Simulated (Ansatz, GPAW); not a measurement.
# A 5-layer slab of Ca(110) in an electric field, part 3 of 3

How does a 5-layer slab of Ca(110) screen a perpendicular field?

GPAW 26.7.0 and Ansatz 0.2.0; Ansatz plane waves; slab in vacuum with a dipole correction, relaxation; PAW set soft_1 (the session's first sound run).

So far. Step 9 (Field on): The dipole is now 0.302 e Å, against -8.7e-4 in the run without a field.

**10. In a field**

Level of this step: GPAW, PAW setups; slab in vacuum (GPAW).

Input file run.py:

```python
import json
import numpy as np
from ase import Atoms
from gpaw import GPAW, PW
from gpaw.external import ConstantElectricField

slab = Atoms(
    ['Ca', 'Ca', 'Ca', 'Ca', 'Ca'],
    positions=[
        [0.00000, 0.00000, 8.00000],
        [2.79000, 1.97283, 9.97283],
        [0.00000, -0.00000, 11.86364],
        [2.79000, 1.97283, 13.79838],
        [0.00000, -0.00000, 15.67198]],
    cell=[[5.58, 0.0, 0.0], [0.0, 3.94566, 0.0], [0.0, 0.0, 23.89131]],
    pbc=[True, True, False])

slab.calc = GPAW(mode=PW(400), xc='PBE', kpts={'size': (6, 8, 1), 'gamma': True},
                 occupations={'name': 'fermi-dirac', 'width': 0.1}, nbands='160%',
                 convergence={'density': 1e-05}, maxiter=200,
                 poissonsolver={'dipolelayer': 'xy'},
                 external=ConstantElectricField(0.3, [0, 0, 1]),
                 symmetry={'tolerance': 1e-3}, txt='slab.txt')
result = {}
energy = slab.get_potential_energy()
fermi = slab.calc.get_fermi_level()
v = slab.calc.get_electrostatic_potential().mean((0, 1)) - fermi
n = slab.calc.get_pseudo_density().mean((0, 1))
L = slab.cell[2, 2]
z = np.arange(len(v)) * L / len(v)
low, high = slab.positions[:, 2].min(), slab.positions[:, 2].max()
below, above = np.interp([low - 5.8, high + 5.8], z, v)
slopes = [np.interp(x, z, np.gradient(v, z)) for x in (low - 5.8, high + 5.8)]
eps = np.array([[slab.calc.get_eigenvalues(k, s) for k in range(len(slab.calc.get_ibz_k_points()))]
                for s in range(slab.calc.get_number_of_spins())]) - fermi
top, bottom = eps[eps < 0].max(), eps[eps > 0].min()
dipole = slab.get_dipole_moment()[2]
print(f'energy {energy:.4f} eV, Fermi level {fermi:.4f} eV, dipole {dipole:.5f} e A')
print(f'potential 5.8 A off the faces, from the Fermi level: lower {below:.4f} eV, upper {above:.4f} eV')
print(f'slope of the potential there: lower {slopes[0]:.5f}, upper {slopes[1]:.5f} eV/A')
print(f'nearest levels on the mesh: {top:.4f} and {bottom:.4f} eV')
print('magnetic moment', round(slab.get_magnetic_moment(), 3))
result.update(energy=energy, fermi=fermi, dipole=dipole, below=below, above=above, slopes=slopes, edges=[top, bottom],
              z=z.tolist(), v=v.tolist(), n=n.tolist(), positions=slab.positions.tolist(),
              forces=slab.get_forces(apply_constraint=False).tolist(), moments=slab.get_magnetic_moments().tolist())
json.dump(result, open('result.json', 'w'))
```

Command:

```sh
OMP_NUM_THREADS=1 OPENBLAS_NUM_THREADS=1 python run.py
```

What it wrote:

```text
energy -8.6601 eV, Fermi level -0.2817 eV, dipole 0.45387 e A
potential 5.8 A off the faces, from the Fermi level: lower 4.7735 eV, upper 1.0445 eV
slope of the potential there: lower -0.00260, upper 0.00021 eV/A
nearest levels on the mesh: -0.0086 and 0.0222 eV
magnetic moment 0.0
```

It took 3.1 min on 1 thread of Intel Xeon Platinum 8488C (Sapphire Rapids), shared host; peak memory 0.44 GiB.

The electrostatic potential energy of an electron (without an applied field's), less the Fermi level, planar mean oscillates, so the rows of the table below give means over windows of 1.92 Å about each position, cut where the curve ends. Its maxima inside the range that stand out by 2 % of the span (Å: eV): 0.5: 4.77, 9.0: -0.102, 10.9: -0.851, 12.8: -1.22, 14.7: -2.20. Its minima: 8.0: -5.31, 10.0: -5.58, 11.8: -6.25, 13.8: -6.74, 15.7: -7.66.

Table of electrostatic potential energy of an electron (without an applied field's), less the Fermi level, planar mean by z; means over each step:

| z (Å) | electrostatic potential energy of an electron (without an applied field's), less the Fermi level, planar mean (eV) |
| --- | --- |
| 0.96 | 4.59 |
| 2.88 | 4.77 |
| 4.80 | 4.64 |
| 6.72 | 2.25 |
| 8.64 | -2.32 |
| 10.56 | -2.97 |
| 12.48 | -3.42 |
| 14.40 | -4.29 |
| 16.32 | -3.34 |
| 18.24 | 0.861 |
| 20.16 | 1.04 |
| 22.08 | 1.04 |

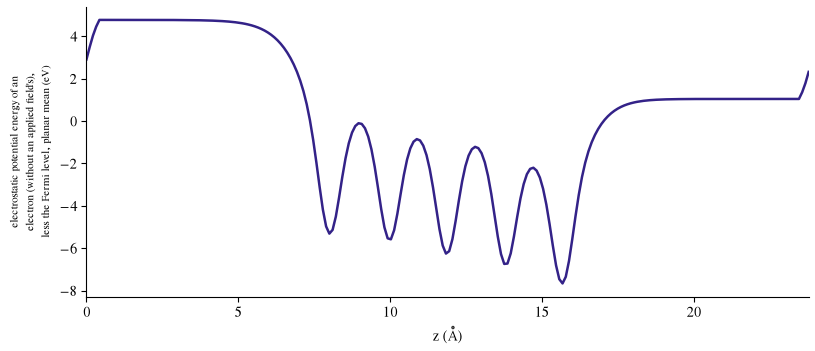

Electrostatic potential energy of an electron (without an applied field's), less the Fermi level, planar mean, plotted against z.

The dipole is now 0.454 e Å, against -8.7e-4 in the run without a field.

**11. The series**

The members are put on one axis.

This step: induced dipole against applied field; PAW set soft_1 (GPAW 26.7.0).

Table of dipole along the normal by field:

| field (V/Å) | dipole along the normal (e·Å) |
| --- | --- |
| -0.200 | -0.303 |
| -0.100 | -0.152 |
| -0.050 | -0.0764 |
| 0.000 | -8.7e-4 |
| 0.050 | 0.0747 |
| 0.100 | 0.150 |
| 0.200 | 0.302 |
| 0.300 | 0.454 |

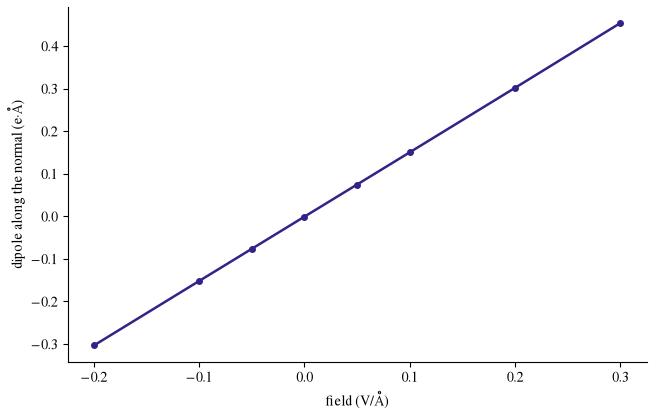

Dipole along the normal against field.

**12. What came out**

| Item | Value |
| --- | --- |
| work function, upper and lower face | 2.833 and 2.826 eV |
| dipole along the normal | -8.7e-4 e Å |
| induced dipole per field | 1.51 e Å per V/Å |
| out-of-plane polarisability per area, α/(ε0 A) | 12.4 Å |

**Reading.** The field induces 1.51 e Å per V/Å, a polarisable thickness α/(ε0 A) of 12.4 Å beside 7.67 Å between the outermost nuclei. A perfect conductor would give the distance between its two image planes; a dielectric of thickness t gives t(1 - 1/ε). The measured value for polycrystalline Ca, which weights the faces of low work function, is 2.87 eV (as compiled in "Anisotropic work function of elemental crystals", 2019, arxiv:1902.07811); the relaxed upper face lies 0.037 eV under it with PBE. Measured work functions scatter by a tenth of an eV or more between methods. The induced dipole is linear in the field over this range. The small printed dipole stands for a step of 7.1 meV from the lower to the upper face, and the probes find 7.1 meV; values this small are near the numerical noise of both. The slab is only 7.7 Å thick between its outer nuclei, so the values belong to this film more than to the surface of the bulk metal. The in-plane lattice was kept as typed, which isn't the functional's own and leaves some strain; spin-orbit coupling and temperature are left out.

[Logs are printed without paths, hosts, clocks, repeated set-up lines and the standing remarks that a program may print on its own settings, such as how far it seeks lower states.]

[Hosts, paths, dates, database ids (printed as entryN), source tags and the programs' standing remarks are cut or masked in the printed files.]
